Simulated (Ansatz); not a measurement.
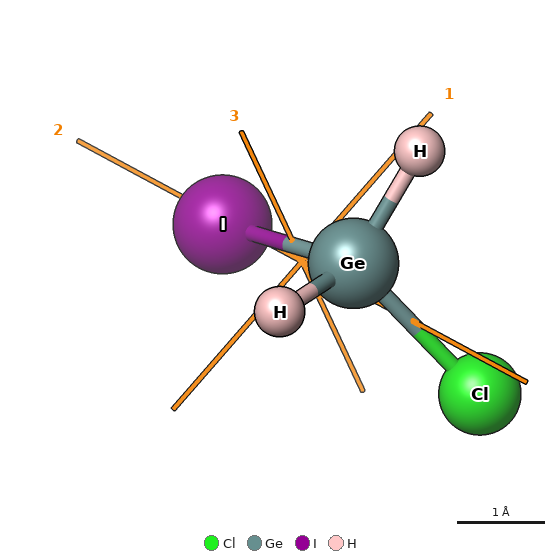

The three principal axes of inertia are drawn and numbered. Atoms fade into the background with distance from the viewer. The geometry was computed by an optimisation with PBE-D4/def2-SVP. No frequency run is at hand to confirm it as a minimum. Masses are those of the most abundant isotopes; constants are for the rigid equilibrium geometry.

### Which line is the a axis (least moment of inertia), which b and which c?

a is line 2, b is line 3, c is line 1; the moments are 80.6, 520, 593 u Å².

### What kind of rotor is it, and what are its rotational constants in cm⁻¹?

An asymmetric top (Cs): A = 0.209, B = 0.0324, C = 0.0284 cm⁻¹. Ray's parameter κ is −0.96, close to the prolate limit.
